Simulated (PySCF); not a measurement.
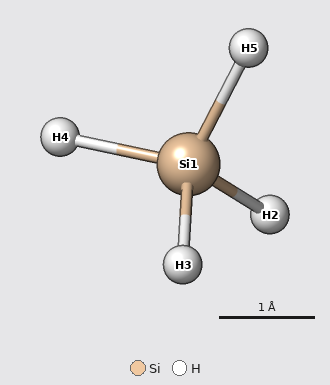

The starting structure (ball-and-stick view, seen at a tilt; atoms are numbered from 1 in the order of the input). Bond lengths as drawn: H–Si 1.48 to 1.50 Å.

## Run report: SiH$_{4}$, geometry relaxation

The run: geometry relaxation of SiH$_{4}$. Method and program: RKS PBE0-D4/def2-TZVP, density fitting (PySCF 2.14.0).

## Output
```
relax step 1: E = -7939.113759 eV, largest force component 0.3773 eV/A
relax step 2: E = -7939.120656 eV, largest force component 0.1249 eV/A
relax step 3: E = -7939.121158 eV, largest force component 0.0123 eV/A
relax step 4: E = -7939.121161 eV, largest force component 0.0022 eV/A
```

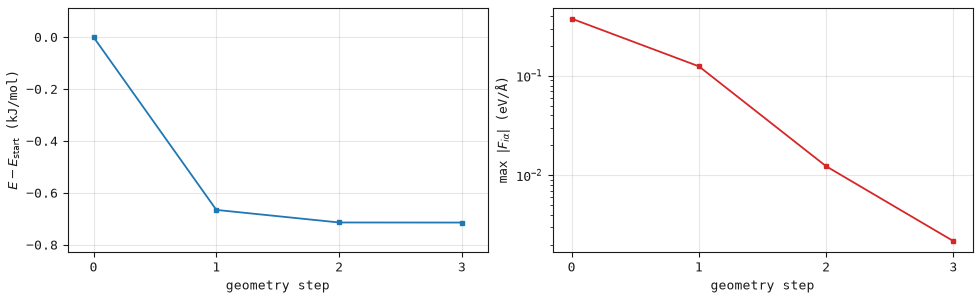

Progress of the relaxation, step by step (the first geometry is step 0 here and step 1 in the log).

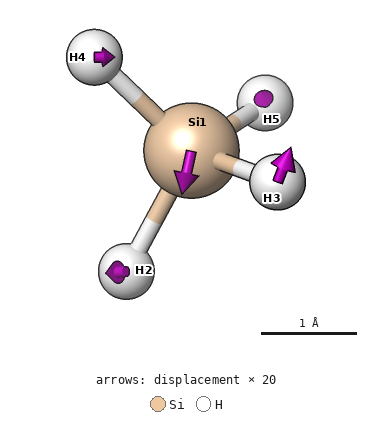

The starting structure with the displacements as pink arrows, magnified 20 times (ball-and-stick view, seen at a tilt). The two geometries are laid on each other by the best rigid fit. The largest move after the best rigid fit is that of Si1, 0.024 Å. By element the largest moves are Si 0.024 Å, H 0.020 Å. Distances before and after: Si1–H2 1.498 → 1.485 Å. Among the angles that change: H2–Si1–H3 106.9° → 109.5°. After 3 geometry steps the energy has fallen by 0.71 kJ/mol. The largest force component goes from 0.38 to 0.0022 eV/Å. (Atoms are counted from 1 in the order of the input.)

```
Total energy -7939.121161 eV, <S^2> 0.0000
```

## Trajectory as extended XYZ (Å, eV, eV/Å), 4 frames, from step=1 to step=4
```
5
Properties=species:S:1:pos:R:3:forces:R:3 step=1 energy=-7939.11376
Si    1.6065   -0.0680    0.9770   -0.3773   0.1898   0.3184
H     0.3041    0.4338    1.5218    0.1529  -0.0766  -0.1336
H     2.6139    0.0878    2.0549    0.1030  -0.0418  -0.0584
H     1.9779    0.7450   -0.2034    0.0624  -0.0179  -0.0673
H     1.4510   -1.4956    0.6161    0.0590  -0.0534  -0.0592
5
Properties=species:S:1:pos:R:3:forces:R:3 step=2 energy=-7939.12066
Si    1.5862   -0.0573    0.9967    0.1249  -0.0553  -0.0791
H     0.2888    0.4356    1.5120   -0.0591   0.0253   0.0353
H     2.6332    0.0790    2.0420   -0.0303   0.0088   0.0060
H     1.9829    0.7336   -0.1975   -0.0199  -0.0010   0.0229
H     1.4622   -1.4879    0.6131   -0.0156   0.0222   0.0149
5
Properties=species:S:1:pos:R:3:forces:R:3 step=3 energy=-7939.12116
Si    1.5909   -0.0594    0.9935   -0.0123   0.0023  -0.0041
H     0.2886    0.4348    1.5086    0.0069  -0.0021  -0.0007
H     2.6267    0.0822    2.0474    0.0035   0.0006   0.0044
H     1.9847    0.7346   -0.1977    0.0010  -0.0002   0.0002
H     1.4622   -1.4892    0.6146    0.0009  -0.0007   0.0002
5
Properties=species:S:1:pos:R:3:forces:R:3 step=4 energy=-7939.12116
Si    1.5906   -0.0594    0.9931    0.0019   0.0001   0.0022
H     0.2896    0.4350    1.5102   -0.0012   0.0003  -0.0001
H     2.6274    0.0818    2.0466   -0.0006  -0.0002  -0.0012
H     1.9840    0.7348   -0.1981    0.0000   0.0002  -0.0006
H     1.4615   -1.4892    0.6143   -0.0001  -0.0004  -0.0003
```

The run was set up as follows.

## Input
```python
import json, numpy as np
from pyscf import gto, scf, dft, mp, cc
EV, BOHR = 27.211386245988, 0.529177210903
mol = gto.M(atom="""
Si 1.606455 -0.067972 0.976993
H 0.304070 0.433752 1.521834
H 2.613919 0.087804 2.054891
H 1.977911 0.744997 -0.203364
H 1.450975 -1.495579 0.616145
""", basis="def2-tzvp", charge=0, spin=0, max_memory=8670, verbose=0)
def mean_field(mol, dm=None):
    mf = dft.RKS(mol, xc="pbe0").density_fit()
    mf.conv_tol = 1e-9; mf.grids.level = 4
    mf.kernel(dm0=dm)
    if not mf.converged: mf = mf.newton().run(mf.mo_coeff, mf.mo_occ)
    assert mf.converged
    return mf
def d4(mol):
    from pyscf.dispersion.dftd4 import DFTD4Dispersion
    real = gto.M(atom=[(mol.atom_pure_symbol(i), mol.atom_coord(i)) for i in range(5)], unit='B', charge=mol.charge, spin=None, basis='def2-svp', verbose=0)
    r = DFTD4Dispersion(real, xc="pbe0", atm=True).get_dispersion(grad=True); return r["energy"], r["gradient"]
def energy_and_gradient(mol, dm=None):
    mf = mean_field(mol, dm); e, g = d4(mol)
    return mf, (mf.e_tot + e) * EV, (mf.nuc_grad_method().kernel()[:5] + g) * EV / BOHR
out = {}
# rational-function steps on a BFGS-updated Hessian; the first Hessian (eV/A^2) comes from GFN2-xTB
H = np.load("h0.npy"); x = mol.atom_coords(unit="A").ravel(); dm = old = None; trust = 0.2; steps = []
for it in range(90):
    mol.set_geom_(x.reshape(-1, 3), unit="A"); mf, e, g = energy_and_gradient(mol, dm); g = g.ravel(); dm = mf.make_rdm1()
    print(f"relax step {it + 1}: E = {e:.6f} eV, largest force component {abs(g).max():.4f} eV/A", flush=True); steps.append([e, x.reshape(-1, 3).tolist(), (-g).reshape(-1, 3).tolist()])
    if abs(g).max() < 0.008: out['converged'] = True; break
    if old is not None:
        s, z = x - old[0], g - old[1]
        if s @ z > 1e-8: H = H + np.outer(z, z) / (s @ z) - np.outer(H @ s, H @ s) / (s @ H @ s)
        trust = max(0.03, trust / 2) if e > old[2] + 1e-4 else min(0.35, trust * 1.3)
    w, V = np.linalg.eigh(H); w = np.maximum(abs(w), 0.08); f = V.T @ g; M = np.diag(np.append(w, 0.0)); M[-1, :-1] = M[:-1, -1] = f
    dx = V @ (-f / (w - np.linalg.eigvalsh(M)[0])); big = np.linalg.norm(dx.reshape(-1, 3), axis=1).max(); dx *= min(1, trust / big)
    old = (x, g, e); x = x + dx
out.update(energy=e, forces=steps[-1][2], positions=steps[-1][1], steps=steps)
out['s2'] = mf.spin_square()[0]; out['nelec'] = mol.nelec
print(f"Total energy {out['energy']:.6f} eV, <S^2> {out['s2']:.4f}")
json.dump(out, open("out.json", "w"), default=float)
```

Command:
```bash
OMP_NUM_THREADS=4 python run.py
```

## Summary

```tsv
quantity	value
outcome	converged
total energy	−7939.1212 eV
largest force (length of the vector) at the end	0.003 eV/Å
hardware	4 threads of Arm Neoverse V1, 23 GiB of memory available, shared host
wall time	5 s (CPU time 14 s)
peak memory	0.61 GiB
```
